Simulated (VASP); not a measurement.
# N on Ni(100): which site?, part 3 of 7

Where does N sit on Ni(100), and how strongly does it bind?

VASP 6.6.1, plane waves and PAW; the level of theory is named at each step.

Still holding for the runs below: The magnetic state follows from one typed start and may not be the lowest.

So far, largest spin moment in the PAW sphere (μB): step 2 (the bulk reference, job relaxation, k-mesh 19×19×19) 0.684; step 4 (surface relaxation) 0.786.

## 5. Vacuum level and density of states

Level of this step: RPBE, spin-polarised from a ferromagnetic start; plane waves and PAW (Ni) (VASP).

A static run writes the electrostatic potential without exchange and correlation (LVHAR), which is flat in the vacuum and gives the level to count from. The dipole correction cancels the field that unlike faces would set up across the vacuum.

Contents of INCAR:

```
SYSTEM = Ni
PREC = Normal
ENCUT = 440
EDIFF = 1E-06
NELM = 120
ISMEAR = 1
SIGMA = 0.15
LREAL = Auto
ALGO = Fast
GGA = RP
NBANDS = 117
ISPIN = 2
MAGMOM = 1 1 1 1 1 1 1 1 1 1 1 1 1 1 1 1
LASPH = .TRUE.
LMAXMIX = 4
LORBIT = 11
LWAVE = .FALSE.
LCHARG = .FALSE.
KPAR = 2
NCORE = 2
IDIPOL = 3
LDIPOL = .TRUE.
DIPOL = 0.5 0.5 0.5
LVHAR = .TRUE.
LVACPOTAV = .TRUE.
NEDOS = 1500
```

Contents of POSCAR:

```
Ni
1.0
    5.0272167418      0.0000000000      0.0000000000
    0.0000000000      5.0272167418      0.0000000000
    0.0000000000      0.0000000000     20.3321685729
Ni
16
Selective dynamics
Direct
    0.2500000000      0.2500000000      0.3688735900  F F F
    0.7500000000      0.2500000000      0.3688735900  F F F
    0.2500000000      0.7500000000      0.3688735900  F F F
    0.7500000000      0.7500000000      0.3688735900  F F F
    0.0000000000      0.0000000000      0.4562912000  F F F
    0.5000000000      0.0000000000      0.4562912000  F F F
    0.0000000000      0.5000000000      0.4562912000  F F F
    0.5000000000      0.5000000000      0.4562912000  F F F
    0.2500000000      0.2500000000      0.5453232453  T T T
    0.7500000000      0.2500000000      0.5453232453  T T T
    0.2500000000      0.7500000000      0.5453232453  T T T
    0.7500000000      0.7500000000      0.5453232453  T T T
    0.0000000000      0.0000000000      0.6298322342  T T T
    0.5000000000      0.0000000000      0.6298322342  T T T
    0.0000000000      0.5000000000      0.6298322342  T T T
    0.5000000000      0.5000000000      0.6298322342  T T T
```

Contents of KPOINTS:

```
Automatic mesh
0
Gamma
5 5 1
0 0 0
```

The projector-augmented-wave data sets are Ni (PBE family, release 64).

Command:

```console
$ mpirun -np 4 vasp_std
```

What it wrote:

```text
[... set-up lines as in an earlier step ...]
 entering main loop
       N       E                     dE             d eps       ncg     rms          rms(c)
DAV:   1     0.112524771592E+04    0.11252E+04   -0.62526E+04  2808   0.130E+03
DAV:   2     0.179334716385E+02   -0.11073E+04   -0.10376E+04  2808   0.307E+02
DAV:   3    -0.826843006185E+02   -0.10062E+03   -0.89086E+02  2995   0.125E+02
DAV:   4    -0.856903916723E+02   -0.30061E+01   -0.29831E+01  3064   0.251E+01
DAV:   5    -0.857523926530E+02   -0.62001E-01   -0.61997E-01  4134   0.228E+00    0.339E+01
RMM:   6    -0.834351290089E+02    0.23173E+01   -0.12286E+02  3038   0.587E+01    0.425E+01
RMM:   7    -0.998024775036E+02   -0.16367E+02   -0.29690E+01  3082   0.253E+01    0.708E+01
RMM:   8    -0.985831312260E+02    0.12193E+01   -0.11171E+01  3203   0.166E+01    0.690E+01
RMM:   9    -0.773559688636E+02    0.21227E+02   -0.77562E+00  3204   0.134E+01    0.420E+01
RMM:  10    -0.755689457547E+02    0.17870E+01   -0.74389E+00  3188   0.128E+01    0.378E+01
RMM:  11    -0.709776716122E+02    0.45913E+01   -0.60256E+00  3291   0.119E+01    0.309E+01
RMM:  12    -0.702993694208E+02    0.67830E+00   -0.13455E+00  3120   0.504E+00    0.196E+01
RMM:  13    -0.712230165719E+02   -0.92365E+00   -0.88615E-01  3205   0.307E+00    0.104E+01
RMM:  14    -0.718959290447E+02   -0.67291E+00   -0.76277E-01  3297   0.285E+00    0.260E+00
RMM:  15    -0.722063976667E+02   -0.31047E+00   -0.19448E-01  3219   0.120E+00    0.423E+00
RMM:  16    -0.721523625225E+02    0.54035E-01   -0.36627E-02  3182   0.753E-01    0.440E+00
RMM:  17    -0.721843323973E+02   -0.31970E-01   -0.41160E-02  3297   0.614E-01    0.459E+00
RMM:  18    -0.722646830820E+02   -0.80351E-01   -0.17910E-02  3278   0.373E-01    0.455E+00
RMM:  19    -0.724511645033E+02   -0.18648E+00   -0.26265E-01  4028   0.120E+00    0.202E+00
RMM:  20    -0.725067178636E+02   -0.55553E-01   -0.13227E-02  3326   0.468E-01    0.311E+00
RMM:  21    -0.725898696333E+02   -0.83152E-01   -0.23950E-02  3407   0.520E-01    0.285E+00
RMM:  22    -0.727102656121E+02   -0.12040E+00   -0.64146E-02  3645   0.604E-01    0.154E+00
RMM:  23    -0.727968528200E+02   -0.86587E-01   -0.27310E-02  3481   0.405E-01    0.665E-01
RMM:  24    -0.728446480379E+02   -0.47795E-01   -0.43989E-03  3284   0.173E-01    0.864E-01
RMM:  25    -0.729749357389E+02   -0.13029E+00   -0.29951E-02  3692   0.353E-01    0.319E-01
RMM:  26    -0.730110247468E+02   -0.36089E-01   -0.10195E-02  3486   0.197E-01    0.433E-01
RMM:  27    -0.730244334421E+02   -0.13409E-01   -0.34137E-03  3364   0.143E-01    0.559E-01
RMM:  28    -0.730272169850E+02   -0.27835E-02   -0.83688E-04  3292   0.929E-02    0.366E-01
RMM:  29    -0.730296759232E+02   -0.24589E-02   -0.29247E-04  3311   0.522E-02    0.135E-01
RMM:  30    -0.730319795193E+02   -0.23036E-02   -0.24793E-04  3342   0.390E-02    0.728E-02
RMM:  31    -0.730350544294E+02   -0.30749E-02   -0.24004E-04  3392   0.332E-02    0.509E-02
RMM:  32    -0.730372356775E+02   -0.21812E-02   -0.10532E-04  3319   0.220E-02    0.328E-02
RMM:  33    -0.730390070361E+02   -0.17714E-02   -0.70230E-05  3202   0.157E-02    0.138E-02
RMM:  34    -0.730403988028E+02   -0.13918E-02   -0.65129E-05  3067   0.117E-02    0.129E-02
RMM:  35    -0.730412361775E+02   -0.83737E-03   -0.32845E-05  2894   0.102E-02    0.680E-03
RMM:  36    -0.730416695728E+02   -0.43340E-03   -0.19721E-05  2731   0.676E-03    0.302E-03
RMM:  37    -0.730418003011E+02   -0.13073E-03   -0.47351E-06  2471   0.464E-03    0.390E-03
RMM:  38    -0.730418266230E+02   -0.26322E-04   -0.27185E-06  2313   0.365E-03    0.219E-03
RMM:  39    -0.730418398506E+02   -0.13228E-04   -0.10489E-06  2179   0.224E-03    0.100E-03
RMM:  40    -0.730418463705E+02   -0.65199E-05   -0.72719E-07  2139   0.201E-03    0.223E-03
RMM:  41    -0.730418479432E+02   -0.15727E-05   -0.15608E-07  1930   0.133E-03    0.113E-03
RMM:  42    -0.730418492044E+02   -0.12612E-05   -0.76916E-08  1698   0.856E-04    0.721E-04
RMM:  43    -0.730418497421E+02   -0.53772E-06   -0.32993E-08  1370   0.665E-04
 -----------------------------------------------------------------------------
|                                                                             |
|           W    W    AA    RRRRR   N    N  II  N    N   GGGG   !!!           |
|           W    W   A  A   R    R  NN   N  II  NN   N  G    G  !!!           |
|           W    W  A    A  R    R  N N  N  II  N N  N  G       !!!           |
|           W WW W  AAAAAA  RRRRR   N  N N  II  N  N N  G  GGG   !            |
|           WW  WW  A    A  R   R   N   NN  II  N   NN  G    G                |
|           W    W  A    A  R    R  N    N  II  N    N   GGGG   !!!           |
|                                                                             |
|     Did not find any points to average over, which means that no vacuum     |
|     field-free region was found. Please increase the size of  your cell     |
|     in the dimension of the dipole correction to obtain accurate            |
|     workfunction values.                                                    |
|                                                                             |
 -----------------------------------------------------------------------------

   1 F= -.73041850E+02 E0= -.73042109E+02  d E =0.776557E-03  mag=    11.7919
```

The job ended after 2.6 min (4 MPI ranks of Intel Xeon Platinum 8559C (Emerald Rapids), shared host; peak memory 1.4 GiB; 10 min of CPU time).

Parts of OUTCAR (step 5):

```text
   NELECT =     160.0000    total number of electrons

 dipolmoment           0.000000      0.000000      0.000203 electrons x Angstroem

 E-fermi :   0.2004

 spin component 1
 k-point     1 :       0.0000    0.0000    0.0000
  band No.  band energies     occupation
    ...
     79      -0.4396      1.00000
     80      -0.4094      1.00000
     81      -0.3698      1.00000
     82      -0.1048      1.00713
     83      -0.0794      1.01205
     84       0.4008     -0.03383
     85       0.7829     -0.00000
     86       0.7829     -0.00000
     87       0.7885     -0.00000
     88       0.7885     -0.00000
    ...

 k-point     2 :       0.2000    0.0000    0.0000
  band No.  band energies     occupation
    ...
     81      -0.4609      1.00000
     82      -0.4146      1.00000
     83      -0.2727      1.00004
     84      -0.2574      1.00007
     85      -0.1764      1.00110
     86       0.8586     -0.00000
     87       1.1389     -0.00000
     88       1.2163     -0.00000
     89       1.2208     -0.00000
     90       1.4373     -0.00000
    ...

  Total       -7.0819898     -7.0819898     -3.0990607      0.0000000      0.0000000      0.0000000
  in kB      -22.0814179    -22.0814179     -9.6627724      0.0000000      0.0000000      0.0000000
  external PRESSURE =     -17.9418694 kB  Pullay stress =       0.0000000 kB

 POSITION                                       TOTAL-FORCE (eV/Angst)
 -----------------------------------------------------------------------------------
      1.25680      1.25680      7.50000        -0.000000     -0.000000      0.306376
      3.77041      1.25680      7.50000        -0.000000     -0.000000      0.306376
      1.25680      3.77041      7.50000         0.000000      0.000000      0.306376
      3.77041      3.77041      7.50000        -0.000000      0.000000      0.306376
      0.00000      0.00000      9.27739         0.000000     -0.000000     -0.259934
      2.51361      0.00000      9.27739         0.000000      0.000000     -0.259934
      0.00000      2.51361      9.27739        -0.000000      0.000000     -0.259934
      2.51361      2.51361      9.27739         0.000000     -0.000000     -0.259934
      1.25680      1.25680     11.08760         0.000000      0.000000     -0.018901
      3.77041      1.25680     11.08760         0.000000     -0.000000     -0.018901
      1.25680      3.77041     11.08760        -0.000000      0.000000     -0.018901
      3.77041      3.77041     11.08760        -0.000000      0.000000     -0.018901
      0.00000      0.00000     12.80586        -0.000000     -0.000000     -0.027541
      2.51361      0.00000     12.80586         0.000000     -0.000000     -0.027541
      0.00000      2.51361     12.80586         0.000000      0.000000     -0.027541
      2.51361      2.51361     12.80586         0.000000     -0.000000     -0.027541
 -----------------------------------------------------------------------------------
    total drift:                                0.000000      0.000000      0.005045

  FREE ENERGIE OF THE ION-ELECTRON SYSTEM (eV)
  ---------------------------------------------------
  free  energy   TOTEN  =       -73.0418497421 eV

  energy  without entropy=      -73.0426262993  energy(sigma->0) =      -73.04210859

 vacuum level on the upper side and lower side of the slab         4.898         4.897

[... 9 parts as in an earlier step ...]

[... 14 further parts left out ...]
```

Numbers from this step:

```
electronic cycles                          : 43
Fermi energy                               : 0.2004 eV
dipole moment                              : 0, 0, 2.03e-4 e·Å
vacuum levels                              : 4.898, 4.897 eV
work functions of the upper and lower face : 4.698, 4.697 eV
```

The planar average of the electrostatic potential oscillates, so the rows of the table below give means over windows of 2 Å about each position, cut where the curve ends. Its maxima inside the range that stand out by 2 % of the span (Å: eV): 8.4: -1.80, 10.2: -1.64, 12.0: -2.47. Its minima: 7.5: -17.0, 9.3: -17.0, 11.1: -17.2, 12.8: -17.1.

Zero at the Fermi level. The planar average of the electrostatic potential by height; means over each step:

```
height (Å)  planar average of the electrostatic potential (eV)
         0                                                4.70
         2                                                4.70
         4                                                4.68
         6                                                2.55
         8                                               -9.07
        10                                               -9.48
        12                                               -10.4
        14                                               0.168
        16                                                4.67
        18                                                4.70
        20                                                4.70
```

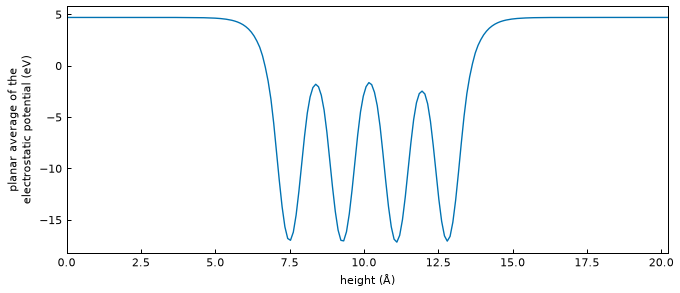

Planar average of the electrostatic potential against height.

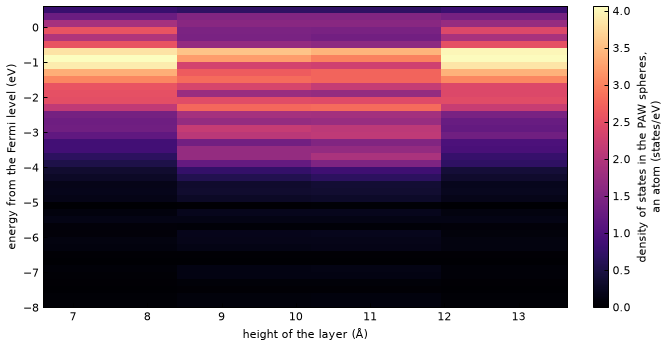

Density of states in the PAW spheres, an atom over height of the layer and energy from the Fermi level.

Force by atom:

```
atom  x (eV/Å)  y (eV/Å)  z (eV/Å)   size
 Ni1     0.000     0.000     0.306  0.306
 Ni2     0.000     0.000     0.306  0.306
 Ni3     0.000     0.000     0.306  0.306
 Ni4     0.000     0.000     0.306  0.306
 Ni5     0.000     0.000    -0.260  0.260
 Ni6     0.000     0.000    -0.260  0.260
 Ni7     0.000     0.000    -0.260  0.260
 Ni8     0.000     0.000    -0.260  0.260
 Ni9     0.000     0.000    -0.019  0.019
Ni10     0.000     0.000    -0.019  0.019
Ni11     0.000     0.000    -0.019  0.019
Ni12     0.000     0.000    -0.019  0.019
Ni13     0.000     0.000    -0.028  0.028
Ni14     0.000     0.000    -0.028  0.028
Ni15     0.000     0.000    -0.028  0.028
Ni16     0.000     0.000    -0.028  0.028
```

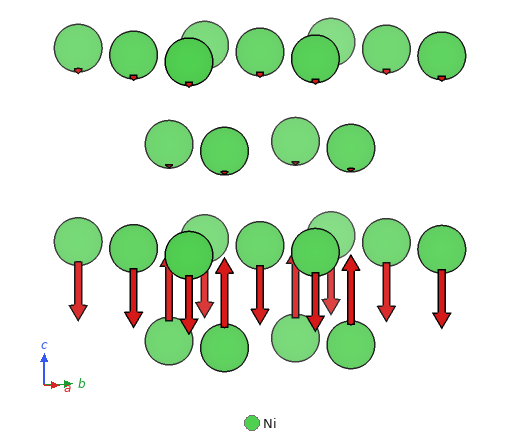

Force as arrows, the longest 0.306 eV/Å. Some periodic images of atoms are drawn too.

The map of layer states is cut here 0.5 eV above the Fermi level, so it leaves out the states above that.

The vacuum level lies 4.70 eV above the Fermi level at the upper face; both faces agree, as the slab has next to no dipole.

The program found no field-free point at its default tolerance, but its printed level agrees with the flat part of the planar average.

On this mesh the fine structure of the density of states is sampling noise, and high empty states may be cut by the number of bands.

(Continued in part 4 of 7.)

[Lines on the potential files, build, host, timing and source positions are cut from VASP's logs without a mark.]

[Logs are printed without paths, hosts, clocks, repeated set-up lines and the standing remarks that a program may print on its own settings, such as how far it seeks lower states.]

[Hosts, paths, dates, database ids (printed as entryN), source tags and the programs' standing remarks are cut or masked in the printed files.]

[Runs that stopped without an error message from VASP are left out.]
